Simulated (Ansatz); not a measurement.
Relaxed ZnS (zinc blende):

```xyz
2
Lattice="0.0000 2.6946 2.6946 2.6946 0.0000 2.6946 2.6946 2.6946 0.0000" Properties=species:S:1:pos:R:3 pbc="T T T"
S      4.0418     4.0418     4.0418
Zn     0.0000     0.0000     0.0000
```

In this cell atom 2 (Zn, nearest neighbour S at 2.334 Å; its periodic images, 3.8 Å or more away, move with it) is moved by s along Cartesian [111], unit vector (0.577, 0.577, 0.577); all other atoms and the cell stay fixed.

Method: r2SCAN (plane waves to 500 eV, PAW, scalar-relativistic; Ansatz, a first-principles code). k mesh 9×9×9 (Γ-centred), Fermi-Dirac smearing 0.05 eV. Energies are smeared free energies. ZnS was relaxed with its symmetry unable to fall. The zero of ΔE is the undisplaced structure.

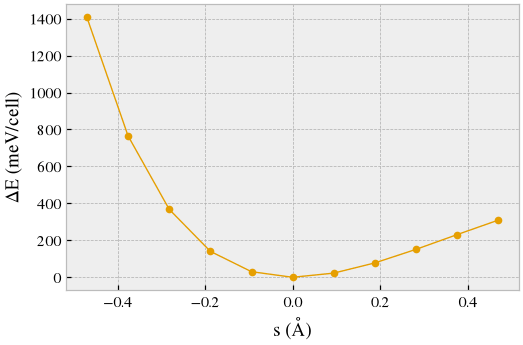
ΔE (meV/cell) against s (Å); markers are the computed points, lines only join them.

### Question
Is the energy the same for displacements of ±0.470 Å, and if not, which side lies higher?

### Answer
Not even: the negative side lies higher at ±0.470 Å.

### Question
What is the energy change at s = 0.470 Å?

### Answer
About 310 meV/cell.

(For displaced atoms, the force is minus the slope of the energy, and its curvature is a force constant, which sets phonon frequencies.)
